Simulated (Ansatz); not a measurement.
## How many bands does the GW gap of Y4S3N2 (C2/m) need?

Aim: see how the G0W0 gap of Y4S3N2 (C2/m) on PBE moves with empty bands and screening cutoff, and what each rung costs.

Program: Ansatz 0.2.0. Level of theory: G0W0 on PBE, plane waves, PAW; PAW set soft_1. Results are calculated unless marked as measured.

## (1) The structure

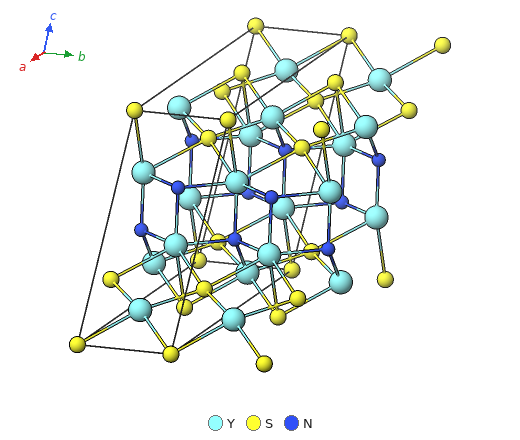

The starting structure, seen slightly off an axis (yttrium teal, sulfur yellow, nitrogen blue). 1×2×1 cells are drawn. This picture shows the conventional cell, with its axes. Some periodic images of atoms are drawn too.

Coordinates:

```xyz
9
Lattice="6.4622 -1.9155 0.0000 6.4622 1.9155 0.0000 -6.1151 0.0000 7.7219" Properties=species:S:1:pos:R:3 pbc="T T T"
Y     5.8611    0.0000    5.0078
Y     0.9483    0.0000    2.7141
Y     4.7513    0.0000    1.1249
Y     2.0581    0.0000    6.5969
S     0.0000    0.0000    0.0000
S    -2.5419    0.0000    6.0565
S     9.3514    0.0000    1.6653
N     6.1025    0.0000    2.7887
N     0.7069    0.0000    4.9332
```

The cell and positions are those that the Materials Project relaxed with its own functionals (PBE, PBE+U or r2SCAN), kept fixed.

## (2) 172 empty bands, screening to 54 eV

Now the one-shot GW correction: screening in the RPA, then the self-energy of the levels asked for. This step takes PAW set soft_1 files.

The input, input.yaml:

```yaml
crystal:
  lattice:
    - [6.4622478753, -1.9155154099, 0.0]
    - [6.4622478753, 1.9155154099, 0.0]
    - [-6.1150777327, 0.0, 7.7218549571]
  atoms:
    - { symbol: "Y", position: [0.76032434, 0.76032434, 0.64851811] }
    - { symbol: "Y", position: [0.23967566, 0.23967566, 0.35148189] }
    - { symbol: "Y", position: [0.43654668, 0.43654668, 0.14567864] }
    - { symbol: "Y", position: [0.56345332, 0.56345332, 0.85432136] }
    - { symbol: S, position: [0.0, 0.0, 0.0] }
    - { symbol: S, position: [0.17442465, 0.17442465, 0.78433872] }
    - { symbol: S, position: [0.82557535, 0.82557535, 0.21566128] }
    - { symbol: "N", position: [0.64303648, 0.64303648, 0.36114028] }
    - { symbol: "N", position: [0.35696352, 0.35696352, 0.63885972] }
kpoints:
  mp_grid: { grid: [4, 4, 2] }
hamiltonian:
  xc: pbe
  pseudopotentials: { kind: paw, azcp: { folder: soft_1 } }
scf:
  occupations: { method: fixed }
gw:
  n_empty_bands: 172
  ecut_chi: 54
  qp_bands: [v3, c3]
  qp_kpoints: band_edges
  screening: { model: contour_deformation }
```

Launch:

```bash
$ ansatz run input.yaml --threads 2 --pin off --max-ram 92160MiB --backend cuda --events-out ev --progress --plain --runs-dir out --devices 1 --max-vram 13GiB
```

Numbers of over 12 decimals in the logs are rounded to 6 here.

The log of the run:

```text
GPUs: using 1 of 1 available (devices: 1).
Engine: ansatz 0.2.0, x86_64-unknown-linux-gnu
Pseudopotentials: kind: paw
Pseudopotential: Y, paw, valence charge 11, recommended cutoff 420 eV (normal), soft_1/Y.paw.azcp
Pseudopotential: S, paw, valence charge 6, recommended cutoff 420 eV (normal), soft_1/S.paw.azcp
Pseudopotential: N, paw, valence charge 5, recommended cutoff 420 eV (normal), soft_1/N.paw.azcp
Functional definition: PBE
  parameter kappa = 0.804
  parameter beta = 0.066725
  exchange = pbe_x(kappa = kappa, mu = beta*pi^2/3)
  correlation = pbe_c(beta = beta)
device memory: the entry about to start is reckoned to put 3.0 GiB on a device that reports 34.3 GiB free (of which the cap on the GPU budget leaves the run 13.0 GiB)
GPU FFT provider: cuFFT
GPU libraries: cuBLAS 13.8.2, cuFFT 12.4.0, cuSOLVER 12.3.4
Crystal: 9 atoms, lattice volume = 191.171 Å³
Basis set: ecut = 420 eV, 3763 PW (Γ)
Bands: 45, of which v1, the nominal top of the filled ones, is band 36 counted from 1 (35 counted from 0)
Symmetry: 4 space group operations
Space group: C2/m (ITA 12), of the structure as read, at distance tolerance 5.8e-5 Å
k-points: 14 of 32
Non-local potential: Y, projectors of the file, l = 0: 3, l = 1: 2, l = 2: 2, l = 3: 1
Non-local potential: S, projectors of the file, l = 0: 2, l = 1: 2, l = 2: 1
Non-local potential: N, projectors of the file, l = 0: 2, l = 1: 2, l = 2: 1
PAW form: soft (Blöchl's): semilocal exchange-correlation on the pseudo side does not see the compensation charge
PAW one-centre angular grid: Y, 590 points (default); XC on 64 Gauss nodes
PAW one-centre angular grid: S, 110 points (default); XC on 64 Gauss nodes
PAW one-centre angular grid: N, 110 points (default); XC on 64 Gauss nodes
Initial density: superposition of atomic densities (chi_scale 0.1, normalization cell, long waves kept (reshape's long-wave potential 0.06 eV rms))
Initial wavefunctions: pseudopotential atomic-orbital guess
GPU buffer pool allocated for 165888 grid points (all kernels)
GPU transforms: local potential and band sums: pruned to the plane-wave sphere, on 45×45×72
Functional: x = pbe(κ = 0.804, μ = 0.219515), c = pbe(β = 0.066725)
SCF iter   1: F=—  HF=-18889.034466 eV  |F-HF|=—  |Δ(HF+E_count)|=         —  Δρ=5.36e-2  dr2=1.05e1  ethr=3.10e-3  ⟨swp⟩=5.0  Hψ=2255  notcnv=0  defer=85
preconditioner: auto → Resta (q_TF=auto, 2.319 Å⁻¹)  ε∞=4.9  [insulator: Δε(μ)=1.910 eV  Ē_g=8.558 eV  n_scr=44 (ndim 8)  ℏωp=17.0 eV  f_vac=0.000  ε∞_Penn≈4.9]
SCF iter   2: F=—  HF=-18887.029764 eV  |F-HF|=—  |Δ(HF+E_count)|=    2.00e0  Δρ=3.11e-2  dr2=1.67e0  ethr=3.10e-3  ⟨swp⟩=3.0  Hψ=1145  notcnv=0  defer=83
SCF iter   3: F=—  HF=-18886.757453 eV  |F-HF|=—  |Δ(HF+E_count)|=   2.72e-1  Δρ=1.36e-2  dr2=6.89e-1  ethr=2.32e-3  ⟨swp⟩=2.1  Hψ=923  notcnv=0  defer=94
SCF iter   4: F=—  HF=-18886.642526 eV  |F-HF|=—  |Δ(HF+E_count)|=   1.15e-1  Δρ=3.26e-3  dr2=2.66e-2  ethr=9.58e-4  ⟨swp⟩=3.9  Hψ=1137  notcnv=0  defer=98
SCF iter   5: F=—  HF=-18886.649601 eV  |F-HF|=—  |Δ(HF+E_count)|=   7.08e-3  Δρ=9.89e-4  dr2=4.19e-3  ethr=3.69e-5  ⟨swp⟩=2.1  Hψ=917  notcnv=0  defer=97
SCF iter   6: F=—  HF=-18886.652148 eV  |F-HF|=—  |Δ(HF+E_count)|=   2.55e-3  Δρ=2.68e-4  dr2=3.12e-4  ethr=5.82e-6  ⟨swp⟩=2.4  Hψ=883  notcnv=0  defer=98
SCF iter   7: F=—  HF=-18886.652550 eV  |F-HF|=—  |Δ(HF+E_count)|=   4.02e-4  Δρ=9.62e-5  dr2=3.23e-5  ethr=4.34e-7  ⟨swp⟩=2.0  Hψ=867  notcnv=0  defer=98
SCF iter   8: F=—  HF=-18886.652590 eV  |F-HF|=—  |Δ(HF+E_count)|=   3.98e-5  Δρ=2.28e-5  dr2=1.32e-6  ethr=4.48e-8  ⟨swp⟩=2.1  Hψ=900  notcnv=0  defer=96
SCF iter   9: F=—  HF=-18886.652592 eV  |F-HF|=—  |Δ(HF+E_count)|=   1.89e-6  Δρ=7.25e-6  dr2=1.82e-7  ethr=1.83e-9  ⟨swp⟩=2.9  Hψ=1253  notcnv=0  defer=96
SCF iter  10: F=-18886.652592 eV  HF=-18886.652592 eV  |F-HF|=9.43e-9  |Δ(HF+E_count)|=   1.05e-7  Δρ=2.08e-6  dr2=1.34e-8  ethr=1.39e-10  ⟨swp⟩=14.3  Hψ=2780  notcnv=0
SCF 1 converged in 10 iterations: F = -18886.652592 eV  dr2 = 1.34e-8
  greatest PAW one-centre occupation: 0.993 electrons in one spin orbital (limit 2), on the Y atom at site 1 (counted from 0), in its partial waves of l = 0
device memory: the entry about to start is reckoned to put 3.7 GiB (of the 3.7 GiB reckoned in all, the device holds 0.1 GiB already) on a device that reports 34.3 GiB free (of which the cap on the GPU budget leaves the run 13.0 GiB)
NSCF: frozen V_eff on 14 k-points
the band table was solved once the SCF had ended and its energy, with any forces and stress, was formed, with the checks that follow a solve (2600 applications of the Hamiltonian). They found nothing against the state; the energy, forces and stress were not computed again (output.eigenvalues in the input reference)
device memory: the entry about to start is reckoned to put 3.0 GiB on a device that reports 34.3 GiB free (of which the cap on the GPU budget leaves the run 13.0 GiB)
NSCF: frozen V_eff on 14 k-points
G₀W₀ screening: q 1/14
[... further progress lines ...]
device memory: the entry about to start is reckoned to put 1.3 GiB on a device that reports 25.8 GiB free (of which the cap on the GPU budget leaves the run 13.0 GiB)
NSCF: frozen V_eff on 1 k-points
device memory: the entry about to start is reckoned to put 1.3 GiB on a device that reports 25.8 GiB free (of which the cap on the GPU budget leaves the run 13.0 GiB)
NSCF: frozen V_eff on 1 k-points
device memory: the entry about to start is reckoned to put 1.3 GiB on a device that reports 25.8 GiB free (of which the cap on the GPU budget leaves the run 13.0 GiB)
NSCF: frozen V_eff on 1 k-points
SCF converged after 10 iterations
Free energy (F): -18886.652592 eV
Harris-Foulkes:  -18886.652592 eV  (|F-HF|=9.43e-9)
Internal energy: -18886.652592 eV  (E = F + TS)
E sigma→0 (E₀):  -18886.652592 eV
Fermi energy:    8.018904 eV
--- Per-component energies (eV) ---
  E_band       = -439.720583
  E_kinetic    = 1845.278133
  E_local      = -3572.828794  (includes V_loc(G=0)·N_el)
  E_nonlocal   = 276.623230
  E_hartree    = 1231.202168
  E_xc         = -1109.026315
  E_vxc        = -1232.202968  (∫ρ·V_xc dr)
  E_paw        = -13342.315186  (= ΣΔE_a)
  E_vpaw       = -218.995011  (= ΣTr[D̂ρ^β])
  E_aug_tail   = 0.001801  (compensation charges beyond the density's cutoff)
  E_ewald      = -4215.587630
  E_smearing   = -0.000000  (= −TS)
  E_closure    = 0.000000  (closes the sum)
  Σ components = -18886.652592   (vs F -18886.652592, Δ=0.00e0)
--- Band table (eV; the first three rows and the last of 14) ---
  k-point 0: bands = [... 32 lower, 6.7893, 7.1764, 7.3814, 7.8685, 9.8050, 10.7275, 11.1938, 11.4656, ... 5 higher]
  k-point 1: bands = [... 32 lower, 6.8577, 7.2538, 7.3109, 7.4444, 9.8545, 10.6396, 11.2803, 11.6065, ... 5 higher]
  k-point 2: bands = [... 32 lower, 6.9166, 7.2267, 7.2904, 7.5143, 10.8553, 11.2199, 11.4118, 11.7126, ... 5 higher]
  k-point 13: bands = [... 32 lower, 6.9358, 6.9749, 7.1607, 8.0189, 9.4882, 10.5241, 11.3590, 11.4298, ... 5 higher]
--- G₀W₀: contour deformation, 6 samples at zero and on the imaginary axis and 1 off it, 32 q-points, 172 empty bands' worth ---
  eigenvalues of the whole cell's RPA ε∞ on this k-mesh (on a slab, of 1 + 4πα/V) = 5.9494, 6.1492, 6.5884; static W/v taken at q = 0 is 0.159317
  gw.qp_kpoints: band_edges: 12 of 14 stored k-points solved, in 1 pass; an edge of the gap read off the rows below is read off those points alone
    valence top: of the k-points left out ik 10 came nearest to being solved in a further pass, in band 36 (counted from 1, as in the quasiparticle table): it holds the edge there only if its correction is more favourable than any solved in that band by at least 0.578 eV; those differ by 0.219 eV
    conduction bottom: of the k-points left out ik 8 came nearest to being solved in a further pass, in band 37 (counted from 1, as in the quasiparticle table): it holds the edge there only if its correction is more favourable than any solved in that band by at least 0.693 eV; those differ by 0.182 eV
    ik  band        ε_KS         Σx   Σc(E_QP)       V_xc       Z   E_QP_lin       E_QP  E_QP is
     0    34      7.1764   -18.2176     2.6303   -15.3399  0.7596     6.9280     6.9290  root
     0    35      7.3814   -19.0437     2.8342   -16.0982  0.7550     7.2698     7.2700  root
     0    36      7.8685   -20.2317     3.1767   -17.1393  0.7493     7.9527     7.9528  root
     0    37      9.8050    -7.5458    -4.0476   -12.3603  0.7896    10.5806    10.5718  root
     0    38     10.7275    -7.7764    -4.2797   -12.9291  0.7822    11.6134    11.6004  root
     0    39     11.1938    -6.6799    -3.8202   -10.9667  0.7971    11.6636    11.6604  root
     1    34      7.2538   -18.8973     2.7525   -15.9381  0.7601     7.0466     7.0472  root
     1    35      7.3109   -20.1729     3.4218   -16.7622  0.7406     7.3221     7.3221  root
     1    36      7.4444   -18.8427     2.7904   -15.9176  0.7544     7.3094     7.3097  root
     1    37      9.8545    -7.5587    -4.0911   -12.4298  0.7885    10.6438    10.6344  root
     1    38     10.6396    -7.5758    -4.2407   -12.6526  0.7846    11.4872    11.4755  root
     1    39     11.2803    -7.4242    -4.2781   -12.5455  0.7875    12.1357    12.1235  root
     2    34      7.2267   -18.8292     3.0651   -15.6471  0.7435     7.1094     7.1097  root
     2    35      7.2904   -19.4881     3.1432   -16.3079  0.7442     7.2533     7.2534  root
     2    36      7.5143   -19.5712     3.1156   -16.4396  0.7479     7.4983     7.4984  root
     2    37     10.8553    -7.9907    -4.2791   -13.1470  0.7804    11.7461    11.7324  root
     2    38     11.2199    -8.2500    -4.0737   -13.2279  0.7874    12.1374    12.1240  root
     2    39     11.4118    -7.2624    -4.2876   -12.3525  0.7854    12.2256    12.2142  root
     3    34      7.1443   -19.1570     3.1660   -15.9383  0.7397     7.0916     7.0916  root
     3    35      7.3144   -19.8767     3.2839   -16.5795  0.7429     7.3011     7.3011  root
     3    36      7.4519   -19.5685     3.1321   -16.4114  0.7465     7.4269     7.4269  root
     3    37     10.8336    -7.8643    -4.1185   -12.8114  0.7839    11.6737    11.6620  root
     3    38     11.0610    -7.4695    -4.3097   -12.6004  0.7842    11.8946    11.8821  root
     3    39     11.3897    -7.9137    -4.0331   -12.8029  0.7882    12.2578    12.2458  root
[...]
12    38     10.8896    -7.6985    -4.3372   -12.9052  0.7810    11.7725    11.7589  root
    12    39     11.4666    -7.1880    -4.0786   -12.0004  0.7900    12.2093    12.2004  root
    13    34      6.9749   -17.4056     2.6409   -14.5508  0.7498     6.7601     6.7610  root
    13    35      7.1607   -19.3644     3.1607   -16.1793  0.7420     7.1362     7.1362  root
    13    36      8.0189   -20.1330     3.0876   -17.1273  0.7519     8.1008     8.1010  root
    13    37      9.4882    -8.2694    -3.5586   -12.5436  0.7888    10.2103    10.2037  root
    13    38     10.5241    -6.9869    -3.9807   -11.6207  0.7910    11.1837    11.1772  root
    13    39     11.3590    -8.5898    -4.3089   -13.9614  0.7898    12.4405    12.4217  root
```

Wall time 31 s (1 × NVIDIA H100 80GB HBM3 (shared by 6 runs) with 2 threads of AMD EPYC 7R13 (Zen 3), shared host); peak memory 1.3 GiB.

In the SCF lines HF is the Harris–Foulkes energy and dr2 the Hartree energy of the density residual, in eV; the loop may stop once dr2 is under the threshold and the program's other checks hold. Hψ counts applications of the Hamiltonian.

This step gave:

- bands summed: 208
- RPA ε∞ on this mesh (eigenvalues): 5.949, 6.149, 6.588
- plane waves in the screening matrix: 165
- q-points in the mesh: 32
- G0W0 gap on the mesh: 2.051 eV
- k of the valence top: -0.5, -0.5, -0.5
- k of the conduction bottom: -0.5, -0.5, 0
- starting gap on the mesh: 1.429 eV
- Z at the valence top: 0.7519
- Z at the conduction bottom: 0.7889
- least direct G0W0 gap on the computed points: 2.103 eV

The gap on the mesh goes from 1.43 eV to 2.05 eV, a correction of +0.62 eV. Between the two edge states, bare exchange in place of the xc potential would open the gap by 7.25 eV, and correlation takes back 6.62 eV.

## (3) 487 empty bands, screening to 108 eV

Bands and screening cutoff are moved together, since each hides the error of the other.

input.yaml, as its differences from that of step 2:

```diff
@@ -23,4 +23,4 @@
 gw:
-  n_empty_bands: 172
-  ecut_chi: 54
+  n_empty_bands: 487
+  ecut_chi: 108
   qp_bands: [v3, c3]
```

The log of the run:

```text
GPUs: using 1 of 1 available (devices: 1).
[...]
GPU FFT provider: cuFFT
GPU libraries: cuBLAS 13.8.2, cuFFT 12.4.0, cuSOLVER 12.3.4
Crystal: 9 atoms, lattice volume = 191.171 Å³
Basis set: ecut = 420 eV, 3763 PW (Γ)
Bands: 45, of which v1, the nominal top of the filled ones, is band 36 counted from 1 (35 counted from 0)
Symmetry: 4 space group operations
[...]
k-points: 14 of 32
[...]
GPU buffer pool allocated for 165888 grid points (all kernels)
[...]
SCF iter   1: F=—  HF=-18889.034466 eV  |F-HF|=—  |Δ(HF+E_count)|=         —  Δρ=5.36e-2  dr2=1.05e1  ethr=3.10e-3  ⟨swp⟩=5.0  Hψ=2255  notcnv=0  defer=85
[...]
SCF iter  10: F=-18886.652592 eV  HF=-18886.652592 eV  |F-HF|=9.43e-9  |Δ(HF+E_count)|=   1.05e-7  Δρ=2.08e-6  dr2=1.34e-8  ethr=1.39e-10  ⟨swp⟩=14.3  Hψ=2780  notcnv=0
SCF 1 converged in 10 iterations: F = -18886.652592 eV  dr2 = 1.34e-8
[...]
NSCF: frozen V_eff on 14 k-points
[...]
G₀W₀ screening: q 1/14
[... further progress lines ...]
[...]
SCF converged after 10 iterations
Free energy (F): -18886.652592 eV
[...]
Internal energy: -18886.652592 eV  (E = F + TS)
E sigma→0 (E₀):  -18886.652592 eV
Fermi energy:    8.018904 eV
[...]
--- Band table (eV; the first three rows and the last of 14) ---
  k-point 0: bands = [... 32 lower, 6.7893, 7.1764, 7.3814, 7.8685, 9.8050, 10.7275, 11.1938, 11.4656, ... 5 higher]
  k-point 1: bands = [... 32 lower, 6.8577, 7.2538, 7.3109, 7.4444, 9.8545, 10.6396, 11.2803, 11.6065, ... 5 higher]
  k-point 2: bands = [... 32 lower, 6.9166, 7.2267, 7.2904, 7.5143, 10.8553, 11.2199, 11.4118, 11.7126, ... 5 higher]
  k-point 13: bands = [... 32 lower, 6.9358, 6.9749, 7.1607, 8.0189, 9.4882, 10.5241, 11.3590, 11.4298, ... 5 higher]
[...]
0    34      7.1764   -18.2176     2.2701   -15.3399  0.7522     6.5625     6.5688  root
     0    35      7.3814   -19.0437     2.4506   -16.0982  0.7475     6.8823     6.8863  root
     0    36      7.8685   -20.2317     2.7651   -17.1393  0.7414     7.5394     7.5412  root
     0    37      9.8050    -7.5458    -4.3003   -12.3603  0.7866    10.3229    10.3192  root
     0    38     10.7275    -7.7764    -4.5533   -12.9291  0.7789    11.3327    11.3268  root
     0    39     11.1938    -6.6799    -4.0227   -10.9667  0.7937    11.4589    11.4579  root
     1    34      7.2538   -18.8973     2.3724   -15.9381  0.7528     6.6616     6.6671  root
     1    35      7.3109   -20.1729     3.0441   -16.7622  0.7334     6.9416     6.9443  root
[...]
13    36      8.0189   -20.1330     2.6724   -17.1273  0.7440     7.6840     7.6857  root
    13    37      9.4882    -8.2694    -3.8235   -12.5436  0.7851     9.9413     9.9389  root
    13    38     10.5241    -6.9869    -4.2167   -11.6207  0.7880    10.9438    10.9412  root
    13    39     11.3590    -8.5898    -4.6433   -13.9614  0.7859    12.0954    12.0873  root
```

Elapsed: 48 s, on 1 × NVIDIA H100 80GB HBM3 (shared by 6 runs) with 2 threads; peak memory 2.1 GiB.

Numbers from this step:

```yaml
bands_summed: 523
rpa_eps_infinity_on_this_mesh_eigenvalues: 5.891, 6.083, 6.485
plane_waves_in_the_screening_matrix: 487
q_points_in_the_mesh: 32
g0w0_gap_on_the_mesh: 2.201 eV
k_of_the_valence_top: -0.5, -0.5, -0.5
k_of_the_conduction_bottom: -0.5, -0.5, 0
starting_gap_on_the_mesh: 1.429 eV
z_at_the_valence_top: 0.7440
z_at_the_conduction_bottom: 0.7852
least_direct_g0w0_gap_on_the_computed_points: 2.253 eV
```

Against the run with 4×4×2 mesh, 172 empty bands, screening to 54 eV, PAW set soft_1 files, the gap moves by +0.15 eV.

## (4) 1048 empty bands, screening to 180 eV

input.yaml, as its differences from that of step 3:

```diff
@@ -23,4 +23,4 @@
 gw:
-  n_empty_bands: 487
-  ecut_chi: 108
+  n_empty_bands: 1048
+  ecut_chi: 180.0
   qp_bands: [v3, c3]
```

The log of the run:

```text
GPUs: using 1 of 1 available (devices: 1).
[...]
GPU FFT provider: cuFFT
GPU libraries: cuBLAS 13.8.2, cuFFT 12.4.0, cuSOLVER 12.3.4
Crystal: 9 atoms, lattice volume = 191.171 Å³
Basis set: ecut = 420 eV, 3763 PW (Γ)
Bands: 45, of which v1, the nominal top of the filled ones, is band 36 counted from 1 (35 counted from 0)
Symmetry: 4 space group operations
[...]
k-points: 14 of 32
[...]
1    35      7.3109   -20.1729     2.8195   -16.7622  0.7304     6.7124     6.7198  root
[...]
13    36      8.0189   -20.1330     2.4272   -17.1273  0.7409     7.4350     7.4405  root
    13    37      9.4882    -8.2694    -3.9546   -12.5436  0.7839     9.8089     9.8078  root
    13    38     10.5241    -6.9869    -4.3316   -11.6207  0.7871    10.8277    10.8263  root
    13    39     11.3590    -8.5898    -4.7871   -13.9614  0.7847    11.9486    11.9435  root
[key lines of the parts left out:]
SCF converged after 10 iterations
Free energy (F): -18886.652592 eV
Fermi energy:    8.018904 eV
```

Run time: 91 s. Hardware: 1 × NVIDIA H100 80GB HBM3 (shared by 6 runs) with 2 threads; peak memory 4.3 GiB; 2.4 min of CPU time.

Numbers from this step:

| Property | Result |
| --- | --- |
| bands summed | 1084 |
| RPA ε∞ on this mesh (eigenvalues) | 5.882, 6.078, 6.478 |
| plane waves in the screening matrix | 1059 |
| G0W0 gap on the mesh | 2.314 eV |
| k of the valence top | -0.5, -0.5, -0.5 |
| k of the conduction bottom | -0.5, -0.5, 0 |
| starting gap on the mesh | 1.429 eV |
| least direct G0W0 gap on the computed points | 2.367 eV |

Against the run with 4×4×2 mesh, 487 empty bands, screening to 108 eV, PAW set soft_1 files, the gap moves by +0.11 eV.

[end of part 1 of 2]

[Paths, hosts, dates, memory and timing lines, banners, echoed tables and standing remarks are left out of the program output.]

[Logs are printed without paths, hosts, clocks, repeated set-up lines and the standing remarks that a program may print on its own settings, such as how far it seeks lower states.]

[Runs of the session that timed out or met a known fault of the program may be left out.]

[Cells called generated may have been cut or substituted from an entry of the Crystallography Open Database or the Materials Project.]

[Hosts, paths, dates, database ids (printed as entryN), source tags and the programs' standing remarks are cut or masked in the printed files.]
